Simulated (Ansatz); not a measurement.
Geometry relaxation of SiH5F

- system: SiH5F
- method: RHF/def2-SVPD (Ansatz 0.2.0)

The input holds or restrains some coordinates. Forces given for the steps count only the free coordinates. It belongs to a series of runs on one base structure; here: pulled along the bonds that form and break, towards end A. Figures and captions count atoms from 1; the log counts them from 0 in places.

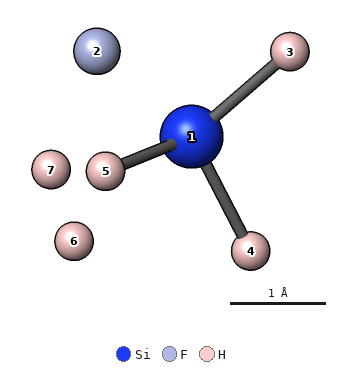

*The input geometry (ball-and-stick view, seen at a tilt; atoms are numbered from 1 in the order of the input).*

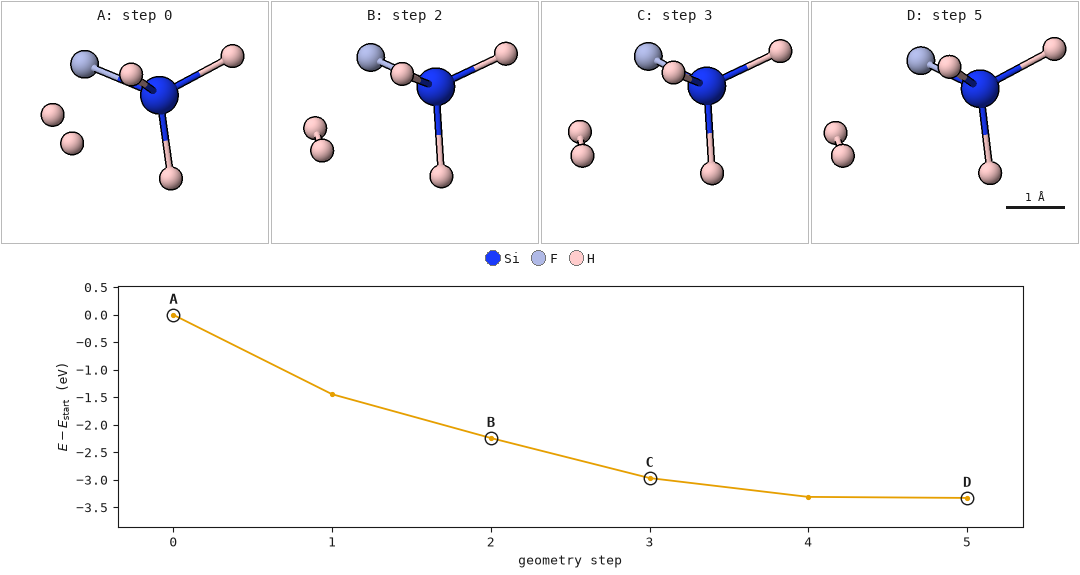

*Frames of the restrained relaxation (ball-and-stick view, seen at a tilt) above the curves, on which the letters mark them (the first geometry is step 0 here and step 1 in the log).*

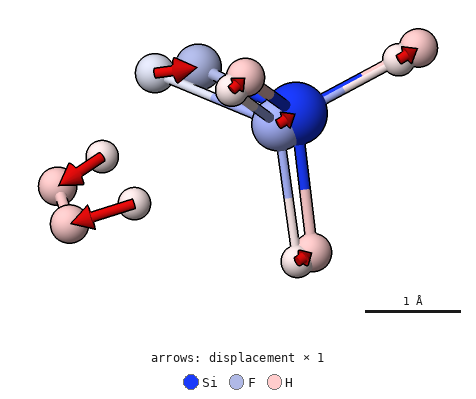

*Start (faint) and end (solid) with the displacements as red arrows, at true length (ball-and-stick view, seen at a tilt). The two geometries are laid on each other by the best rigid fit.*

H6 moves most after the best rigid fit: 0.72 Å. By element the largest moves are H 0.72 Å, F 0.48 Å, Si 0.22 Å. Distances before and after: Si1–F2 1.940 → 1.610 Å, H6–H7 1.005 → 0.711 Å, Si1–H3 1.460 → 1.484 Å. New bonds form: H6–H7 (1.01 → 0.71 Å). Among the angles that change: F2–Si1–H3 109.5° → 107.0°. Over 5 geometry steps the energy falls by 3.327 eV. The largest force component goes from 4.1 to 1.2 eV/Å. (Atoms are counted from 1 in the order of the input.)

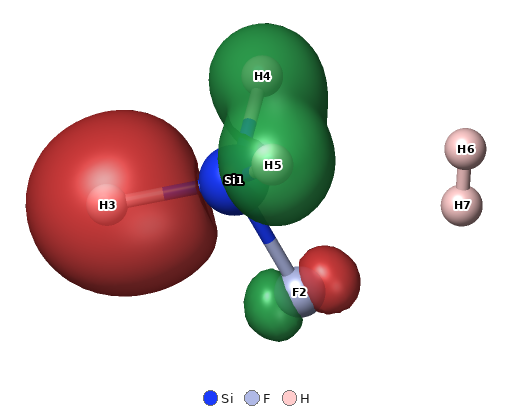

*The HOMO at ±0.15 Å⁻³ᐟ² (green and red are the two phases), seen at an oblique angle.*

It lies mainly on Si1 (40 %), H3 (35 %), H4 (10 %) and H5 (10 %). Its energy is −13.29 eV.

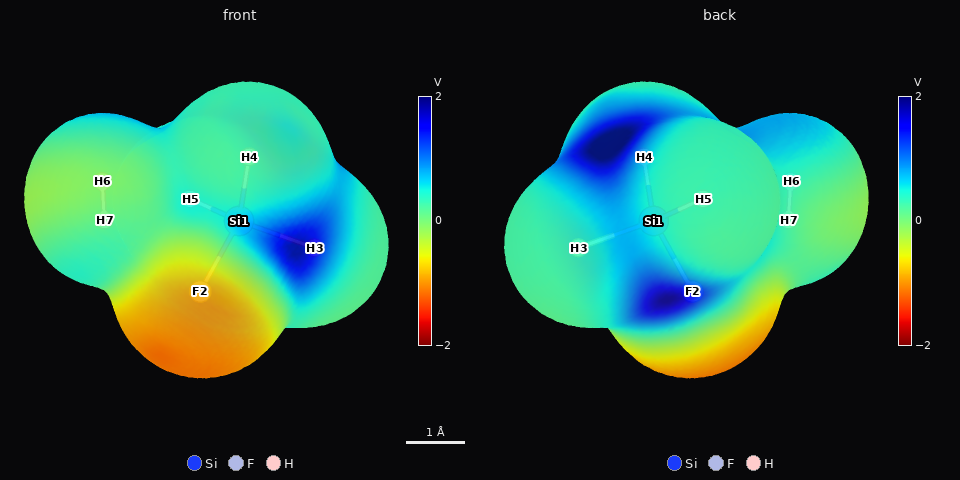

*The molecular electrostatic potential painted on the density surface at 0.002 e/bohr³, seen at a tilt and from behind; red is negative and blue positive.*

A positive charge is drawn to the negative regions and a negative charge to the positive ones.

The input and output of the run follow.

### Input
```yaml
crystal:
  periodic: [false, false, false]
  atoms:
    - { symbol: Si, position_ang: [0.0, 0.0, 0.0] }
    - { symbol: F, position_ang: [0.0, 0.0, 1.94] }
    - { symbol: H, position_ang: [1.3768, 0.0, -0.4862] }
    - { symbol: H, position_ang: [-0.6877, 1.1914, -0.4862] }
    - { symbol: H, position_ang: [-0.6877, -1.1914, -0.4862] }
    - { symbol: H, position_ang: [-1.6702, 0.0, 0.555] }
    - { symbol: H, position_ang: [-1.2655, 0.0, 1.4751] }
basis:
  gaussian: { orbitals: def2-SVPD }
hamiltonian:
  xc: hf
relax:
  f_tol: 0.15
  max_steps: 25
  restrain:
    - { distance: [0, 5], at: 2.66, k: 30.0 }
    - { distance: [6, 1], at: 2.12, k: 30.0 }
    - { distance: [0, 1], at: 1.59, k: 30.0 }
    - { distance: [6, 5], at: 0.66, k: 30.0 }
output:
  orbitals: {}
```

Launch command:
```bash
ansatz run input.yaml --threads 1 --pin off --max-ram 2048MiB --backend cpu --events-out ev --progress --plain --runs-dir out
```

### What the program printed
```
The last accepted step is kept in [file] (removed where the run ends without a failure and the disk answers)
Engine: ansatz 0.2.0, x86_64-unknown-linux-gnu
Functional definition: HF
  exchange = exact_x
  correlation = 0
881 factors; integrals over basis functions are off by at most 3.7e-4 eV
mean field evaluation 1: about -10637.9809 eV, gradient 2.7e1 eV
mean field evaluation 2: about -10637.9811 eV, gradient 2.7e1 eV
mean field evaluation 4: about -10639.6580 eV, gradient 2.3e0 eV
mean field evaluation 8: about -10639.6869 eV, gradient 1.8e-3 eV
mean field -10639.68688128 eV, -391.0012810482 hartree, gradient 9.0e-6 eV, S^2 0.000000; 0 other end points of the search recorded, 0 dependent functions left out
the calculation of the forces begins
reference -10639.68688128 eV, -391.0012810482 hartree; 14, 14 occupied and 73, 73 virtual orbitals, 881 factors
relax step   1: F+E_penalty+E_count = -10639.68688128 eV  Δ(F+E_penalty+E_count) = +0.000e0 eV  max|allowed force component| = 4.107e0 eV/Å  E_restraint = 24.70999384 eV  max|allowed force component, restraints' pulls added| = 2.843e1 eV/Å  Δτ_max = 0.0000 Å  (29 SCF iters, accepted)
  distance Si 0 - H 5 = 1.7600 Å
  distance H 6 - F 1 = 1.3482 Å
  distance Si 0 - F 1 = 1.9400 Å
  distance H 6 - H 5 = 1.0052 Å
these checks for a lower state are left out or cut short: starts, cluster_reference, orbital_swaps, neighbouring_geometries, increment
881 factors; integrals over basis functions are off by at most 2.8e-4 eV
mean field evaluation 16: about -10641.1293 eV, gradient 1.0e-5 eV
mean field -10641.12934219 eV, -391.0542905089 hartree, gradient 1.0e-5 eV, S^2 0.000000; 0 other end points of the search recorded, 0 dependent functions left out
the calculation of the forces begins
reference -10641.12934219 eV, -391.0542905089 hartree; 14, 14 occupied and 73, 73 virtual orbitals, 881 factors
relax step   2: F+E_penalty+E_count = -10641.12934219 eV  Δ(F+E_penalty+E_count) = -1.442e0 eV  max|allowed force component| = 3.618e0 eV/Å  E_restraint = 11.19207492 eV  max|allowed force component, restraints' pulls added| = 1.970e1 eV/Å  Δτ_max = 0.1948 Å  (27 SCF iters, accepted)
  distance Si 0 - H 5 = 2.0416 Å
  distance H 6 - F 1 = 1.6059 Å
  distance Si 0 - F 1 = 1.8647 Å
  distance H 6 - H 5 = 0.8150 Å
these checks for a lower state are left out or cut short: starts, cluster_reference, orbital_swaps, neighbouring_geometries, increment
881 factors; integrals over basis functions are off by at most 2.9e-4 eV
mean field -10641.92505238 eV, -391.0835323190 hartree, gradient 2.3e-5 eV, S^2 0.000000; 0 other end points of the search recorded, 0 dependent functions left out
the calculation of the forces begins
reference -10641.92505238 eV, -391.0835323190 hartree; 14, 14 occupied and 73, 73 virtual orbitals, 881 factors
relax step   3: F+E_penalty+E_count = -10641.92505238 eV  Δ(F+E_penalty+E_count) = -7.957e-1 eV  max|allowed force component| = 5.066e0 eV/Å  E_restraint = 2.83426695 eV  max|allowed force component, restraints' pulls added| = 1.136e1 eV/Å  Δτ_max = 0.1946 Å  (25 SCF iters, accepted)
  distance Si 0 - H 5 = 2.3068 Å
  distance H 6 - F 1 = 1.9137 Å
  distance Si 0 - F 1 = 1.7335 Å
  distance H 6 - H 5 = 0.6926 Å
these checks for a lower state are left out or cut short: starts, cluster_reference, orbital_swaps, neighbouring_geometries, increment
881 factors; integrals over basis functions are off by at most 3.2e-4 eV
mean field evaluation 32: about -10642.6525 eV, gradient 1.3e-5 eV
mean field -10642.65245852 eV, -391.1102640017 hartree, gradient 1.3e-5 eV, S^2 0.000000; 0 other end points of the search recorded, 0 dependent functions left out
the calculation of the forces begins
reference -10642.65245852 eV, -391.1102640017 hartree; 14, 14 occupied and 73, 73 virtual orbitals, 881 factors
relax step   4: F+E_penalty+E_count = -10642.65245852 eV  Δ(F+E_penalty+E_count) = -7.274e-1 eV  max|allowed force component| = 2.437e0 eV/Å  E_restraint = 0.33711528 eV  max|allowed force component, restraints' pulls added| = 4.738e0 eV/Å  Δτ_max = 0.1949 Å  (26 SCF iters, accepted)
  distance Si 0 - H 5 = 2.5246 Å
  distance H 6 - F 1 = 2.0832 Å
  distance Si 0 - F 1 = 1.6271 Å
  distance H 6 - H 5 = 0.6974 Å
these checks for a lower state are left out or cut short: starts, cluster_reference, orbital_swaps, neighbouring_geometries, increment
881 factors; integrals over basis functions are off by at most 3.5e-4 eV
mean field -10642.99517211 eV, -391.1228584937 hartree, gradient 1.2e-5 eV, S^2 0.000000; 0 other end points of the search recorded, 0 dependent functions left out
the calculation of the forces begins
reference -10642.99517211 eV, -391.1228584937 hartree; 14, 14 occupied and 73, 73 virtual orbitals, 881 factors
relax step   5: F+E_penalty+E_count = -10642.99517211 eV  Δ(F+E_penalty+E_count) = -3.427e-1 eV  max|allowed force component| = 1.393e0 eV/Å  E_restraint = 0.04916033 eV  max|allowed force component, restraints' pulls added| = 6.643e-1 eV/Å  Δτ_max = 0.1948 Å  (26 SCF iters, accepted)
  distance Si 0 - H 5 = 2.6616 Å
  distance H 6 - F 1 = 2.1503 Å
  distance Si 0 - F 1 = 1.6029 Å
  distance H 6 - H 5 = 0.7068 Å
these checks for a lower state are left out or cut short: starts, cluster_reference, orbital_swaps, neighbouring_geometries, increment
881 factors; integrals over basis functions are off by at most 4.0e-4 eV
mean field -10643.01399748 eV, -391.1235503133 hartree, gradient 6.9e-6 eV, S^2 0.000000; 0 other end points of the search recorded, 0 dependent functions left out
the calculation of the forces begins
reference -10643.01399748 eV, -391.1235503133 hartree; 14, 14 occupied and 73, 73 virtual orbitals, 881 factors
relax step   6: F+E_penalty+E_count = -10643.01399748 eV  Δ(F+E_penalty+E_count) = -1.883e-2 eV  max|allowed force component| = 1.230e0 eV/Å  E_restraint = 0.04841745 eV  max|allowed force component, restraints' pulls added| = 1.425e-1 eV/Å  Δτ_max = 0.0694 Å  (22 SCF iters, accepted)
  distance Si 0 - H 5 = 2.6709 Å
  distance H 6 - F 1 = 2.1319 Å
  distance Si 0 - F 1 = 1.6098 Å
  distance H 6 - H 5 = 0.7107 Å
881 factors; integrals over basis functions are off by at most 4.0e-4 eV
mean field -10643.01399748 eV, -391.1235503133 hartree, gradient 6.9e-6 eV, S^2 0.000000; 1 other end points of the search recorded, 0 dependent functions left out
the calculation of the forces begins
reference -10643.01399748 eV, -391.1235503133 hartree; 14, 14 occupied and 73, 73 virtual orbitals, 881 factors
Total energy: -10643.01399748 eV, -391.1235503133 hartree
Atom 0 at     0.226509    -0.000000    -0.040799 Å, force     0.337931    -0.000000    -0.730512 eV/Å
Atom 1 at     0.259961     0.000000     1.568683 Å, force     0.365721     0.000000     0.466777 eV/Å
Atom 2 at     1.636141     0.000000    -0.504691 Å, force    -0.142452     0.000000     0.068943 eV/Å
Atom 3 at    -0.466046     1.217897    -0.508076 Å, force     0.041680    -0.056654     0.038908 eV/Å
Atom 4 at    -0.466046    -1.217897    -0.508076 Å, force     0.041680     0.056654     0.038908 eV/Å
Atom 5 at    -2.252945     0.000000     0.952262 Å, force    -1.081332    -0.000000    -1.113309 eV/Å
Atom 6 at    -1.871873    -0.000000     1.552197 Å, force     0.436773     0.000000     1.230285 eV/Å
Dipole moment:    -0.028073     0.000000    -0.297282 e Å
```

### Trajectory as extended XYZ (Å, eV, eV/Å), 6 frames, from step=1 to step=6
```
7
Properties=species:S:1:pos:R:3:forces:R:3 step=1 energy=-10639.68688
Si    0.0000    0.0000    0.0000   -0.7860   0.0000   1.6971
F     0.0000    0.0000    1.9400    2.0095   0.0000  -2.3872
H     1.3768    0.0000   -0.4862    0.6382   0.0000   0.7446
H    -0.6877    1.1914   -0.4862    0.6088   0.5653  -0.4067
H    -0.6877   -1.1914   -0.4862    0.6088  -0.5653  -0.4067
H    -1.6702    0.0000    0.5550   -0.5521   0.0000   4.1073
H    -1.2655    0.0000    1.4751   -2.5272   0.0000  -3.3483
7
Properties=species:S:1:pos:R:3:forces:R:3 step=2 energy=-10641.12934
Si    0.1126    0.0000    0.0244   -3.1448   0.0000   2.5433
F     0.1199    0.0000    1.8892    1.7712   0.0000  -3.6183
H     1.4026    0.0000   -0.4848    2.1913   0.0000  -0.0934
H    -0.6730    1.1871   -0.4853    0.9731  -0.2411   0.2724
H    -0.6730   -1.1871   -0.4853    0.9731   0.2411   0.2724
H    -1.8217    0.0000    0.6774   -0.0719   0.0000   2.3122
H    -1.4018    0.0000    1.3758   -2.6921   0.0000  -1.6886
7
Properties=species:S:1:pos:R:3:forces:R:3 step=3 energy=-10641.92505
Si    0.2225    0.0000    0.0620   -5.0663   0.0000   1.6985
F     0.2656    0.0000    1.7949    0.7862   0.0000  -2.9097
H     1.4525    0.0000   -0.4954    3.1347   0.0000  -0.7543
H    -0.6532    1.1737   -0.4712    1.3657  -0.6096   0.6586
H    -0.6532   -1.1737   -0.4712    1.3657   0.6096   0.6586
H    -1.9767    0.0000    0.7583   -1.8067   0.0000  -1.4671
H    -1.5919    0.0000    1.3342    0.2207   0.0000   2.1155
7
Properties=species:S:1:pos:R:3:forces:R:3 step=4 energy=-10642.65246
Si    0.2465    0.0000    0.0618   -2.4374   0.0000  -0.8711
F     0.3474    0.0000    1.6858    0.3691   0.0000  -0.3512
H     1.5416    0.0000   -0.5189    1.2187   0.0000  -0.1957
H    -0.5998    1.1549   -0.4443    0.9168  -0.1903   0.4556
H    -0.5998   -1.1549   -0.4443    0.9168   0.1903   0.4556
H    -2.1614    0.0000    0.8205   -1.5924   0.0000  -1.3052
H    -1.7087    0.0000    1.3511    0.6084   0.0000   1.8121
7
Properties=species:S:1:pos:R:3:forces:R:3 step=5 energy=-10642.99517
Si    0.2320    0.0000   -0.0236    0.0755   0.0000  -0.6956
F     0.3001    0.0000    1.5779    0.3816   0.0000   0.7585
H     1.6052    0.0000   -0.5313    0.2506   0.0000  -0.0394
H    -0.4819    1.2010   -0.4554   -0.0366   0.2235  -0.1063
H    -0.4819   -1.2010   -0.4554   -0.0366  -0.2235  -0.1063
H    -2.2596    0.0000    0.9122   -1.2078   0.0000  -1.2036
H    -1.8483    0.0000    1.4870    0.5732   0.0000   1.3926
7
Properties=species:S:1:pos:R:3:forces:R:3 step=6 energy=-10643.01400
Si    0.2265    0.0000   -0.0408    0.3379   0.0000  -0.7305
F     0.2600    0.0000    1.5687    0.3657   0.0000   0.4668
H     1.6361    0.0000   -0.5047   -0.1425   0.0000   0.0689
H    -0.4660    1.2179   -0.5081    0.0417  -0.0567   0.0389
H    -0.4660   -1.2179   -0.5081    0.0417   0.0567   0.0389
H    -2.2529    0.0000    0.9523   -1.0813   0.0000  -1.1133
H    -1.8719    0.0000    1.5522    0.4368   0.0000   1.2303
```

### Key numbers

| quantity | value |
| --- | --- |
| outcome | converged under the restraints of the input |
| total energy | −10643.0140 eV |
| mean-field energy | −10643.0140 eV |
| largest force (length of the vector) at the end, held atoms and coordinates included | 1.552 eV/Å |
| hardware | 1 thread of Intel Xeon @ 2.60GHz (Ice Lake), 24 GiB of memory available, shared host |
| wall time | 7.8 s |
| peak memory | 0.16 GiB |
